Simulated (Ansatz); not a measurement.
# CH₆Si + HF: a complex and its separated parts

The complex below is one end of an elementary step. How strongly is it bound against its free parts?

Computed with Ansatz 0.2.0, Gaussian basis. Level: PBE0-D4/def2-TZVP structures, single points in def2-TZVPP, no counterpoise correction.

Levels: SPW92, PBE-D4, BLYP-D4, r2SCAN-D4, B97M-V, PBE0-D4, B3LYP-D4, r2SCAN0-D4, BHLYP-D4, CAM-B3LYP-D4, wB97X-V, wB97M-V, B2PLYP, PBE-QIDH, RPA on PBE, Hartree-Fock, MP2, CCSD, CCSD(T).

Cores are frozen in the correlated methods. B3LYP uses VWN-RPA correlation. B2PLYP carries no dispersion term here.

95 further runs of the same task are left out: 1 that didn't finish, 94 set aside as unsound or not needed.

### Step 1. The starting structure

The complex: 10 atoms, charge 0, spin multiplicity 1.

Atoms are counted from 1 here; the program's logs count them from 0.

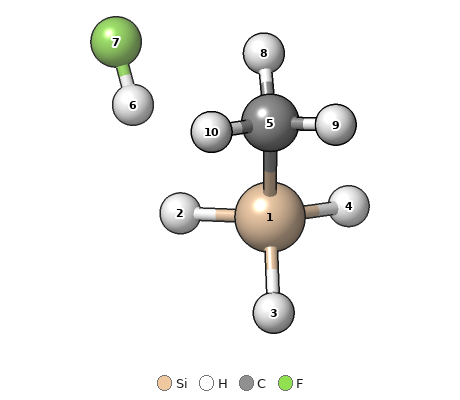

As it starts; silicon light orange, hydrogen white, carbon grey, fluorine green; atoms are numbered from 1 in the order of the file.

Coordinates:

| atom | x (Å) | y (Å) | z (Å) |
| --- | --- | --- | --- |
| Si1 | -0.36751 | -0.92585 | -0.29284 |
| H2 | 1.08239 | -1.18762 | -0.00497 |
| H3 | -0.65438 | -1.59426 | -1.58798 |
| H4 | -1.14478 | -1.58867 | 0.78486 |
| C5 | -0.68935 | 0.90905 | -0.36124 |
| H6 | 1.87522 | -0.07545 | 1.01119 |
| F7 | 2.16582 | 0.59864 | 1.57915 |
| H8 | -0.42073 | 1.38287 | 0.58501 |
| H9 | -1.74541 | 1.10505 | -0.55925 |
| H10 | -0.10116 | 1.37624 | -1.15393 |

Its parts: CH₆Si holds atoms 1, 2, 3, 4, 5, 8, 9, 10; HF holds atoms 6, 7. Each part counts its atoms afresh in its own runs.

### Step 2. Relaxing CH₆Si alone

The input, relax-a/in.yaml:

```yaml
crystal:
  periodic: [false, false, false]
  atoms:
    - {symbol: Si, position_ang: [-0.367505, -0.925852, -0.292843]}
    - {symbol: H, position_ang: [1.082392, -1.187617, -0.004968]}
    - {symbol: H, position_ang: [-0.654385, -1.594261, -1.587983]}
    - {symbol: H, position_ang: [-1.144784, -1.588668, 0.784860]}
    - {symbol: C, position_ang: [-0.689351, 0.909049, -0.361238]}
    - {symbol: H, position_ang: [-0.420730, 1.382867, 0.585008]}
    - {symbol: H, position_ang: [-1.745409, 1.105050, -0.559252]}
    - {symbol: H, position_ang: [-0.101164, 1.376241, -1.153932]}
basis:
  gaussian: {orbitals: def2-TZVP}
hamiltonian: {xc: pbe0, dispersion: d4}
relax: {f_tol: 0.005, max_steps: 200}
```

Command:

```
ansatz run in.yaml --threads 2 --pin off --events-out ev --progress --plain --max-ram 4352MiB
```

After this run come: Relaxing HF alone; SPW92/def2-TZVPP; PBE-D4/def2-TZVPP; BLYP-D4/def2-TZVPP; r2SCAN-D4/def2-TZVPP; B97M-V/def2-TZVPP; PBE0-D4/def2-TZVPP; B3LYP-D4/def2-TZVPP; r2SCAN0-D4/def2-TZVPP; BHLYP-D4/def2-TZVPP; CAM-B3LYP-D4/def2-TZVPP; wB97X-V/def2-TZVPP; wB97M-V/def2-TZVPP; B2PLYP/def2-TZVPP; PBE-QIDH/def2-TZVPP; RPA on PBE/def2-TZVPP; CCSD(T)/def2-TZVPP; Vibrations of CH₆Si; Vibrations of HF.

**Question.** What will these runs give? Wanted: complex less parts, CCSD(T)/def2-TZVPP; with zero-point energy; largest T1 diagnostic.

The runs gave:

| quantity | value |
| --- | --- |
| complex less parts, CCSD(T)/def2-TZVPP | -9.5 kJ/mol |
| with zero-point energy | -4.0 kJ/mol |
| largest T1 diagnostic | 0.010 |

**Reading.** At CCSD(T) the complex lies 9.5 kJ/mol below its parts. The functionals run from B2PLYP, off by -0.3 kJ/mol, to SPW92, off by -16.4 kJ/mol, against CCSD(T). By rung, the mean size of the error is: LDA 16.4, GGA 6.1, meta-GGA 4.5, hybrid 3.2, range-separated hybrid 3.5, double hybrid 0.4 kJ/mol. PBE-D4 gives a relative energy 7.4 kJ/mol too low, an error of 77 % of the reference. No counterpoise was applied, and triple zeta lacks some correlation, so the CCSD(T) reference has a basis error of its own, and close matches with it are partly luck.
